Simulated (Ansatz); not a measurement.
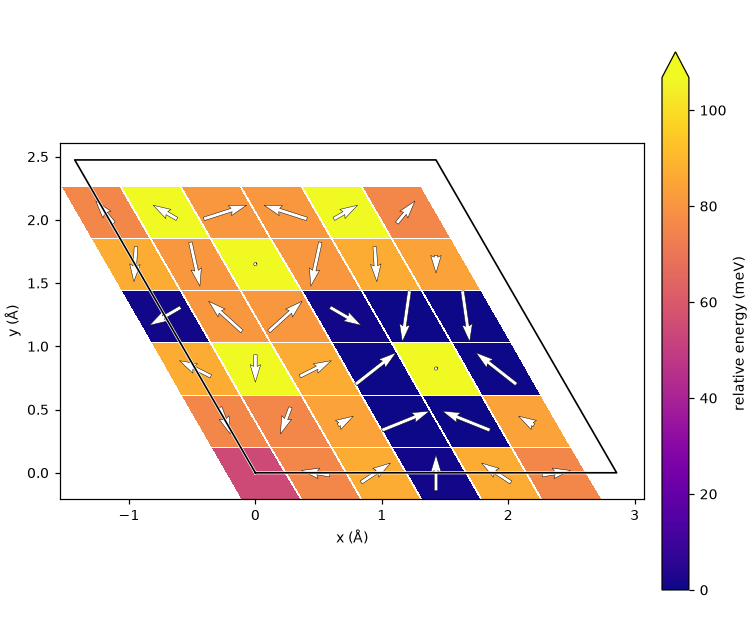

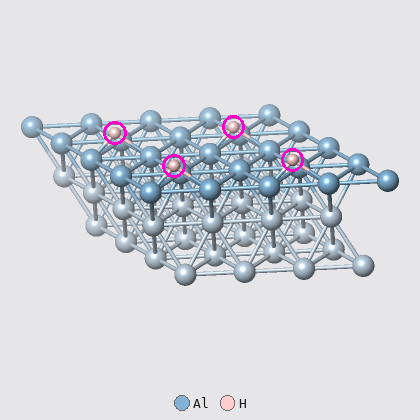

Energy landscape of H on an Al(111) slab cut from the Fm-3m phase, its upper half relaxed before the scan (12 atoms of substrate and one adsorbate in a 2 × 2 cell). 
- H is moved over the surface cell; relaxed at each place: the height of the adsorbate's atoms; substrate rigid; the origin of the map has the adsorbate above Al9.
- Places are given modulo a cell vector. The map is drawn in real space over the plane of the surface.
- Grid: 6 × 6 points; 10 points were computed and 26 follow by symmetry.
- Places are given in fractions of the 1 × 1 surface cell.
- Energies: meV, counted from the lowest grid point.
- At some places the adsorbate sinks to or below the level of the top layer.
- Level of theory: Ansatz, DFT PBE, scalar-relativistic, plane waves, PAW. Settings: cutoff 420 eV, k-mesh 6×6×1, gaussian smearing 0.1 eV, no spin polarisation.

Drawn: one coloured cell a grid point, arrows along the force (downhill), their lengths compressed, the outline of one cell of the plane, one colour for all values above the top of the scale. The second picture is the structure at the lowest point; rings mark the moved atoms.

Question: What does the map say about the system?

Answer: The lowest grid point is at (3/6, 1/6) of the cell vectors [nearest 1 Al at 1.71 Å]. The highest grid point, a place at or below the level of the top layer, (2/6, 4/6) of the cell vectors, lies 736 meV above the lowest. At the lowest point the adsorbate has 1 Al at 1.71 Å as nearest neighbours, at the highest 1 Al at 1.70 Å. Its relaxed height above the top atom is 1.16 Å at the lowest and −0.60 Å at the highest point.

Time for the 10 points that were run: 3.6 min on 4 threads of Arm Neoverse V1, on a shared host.
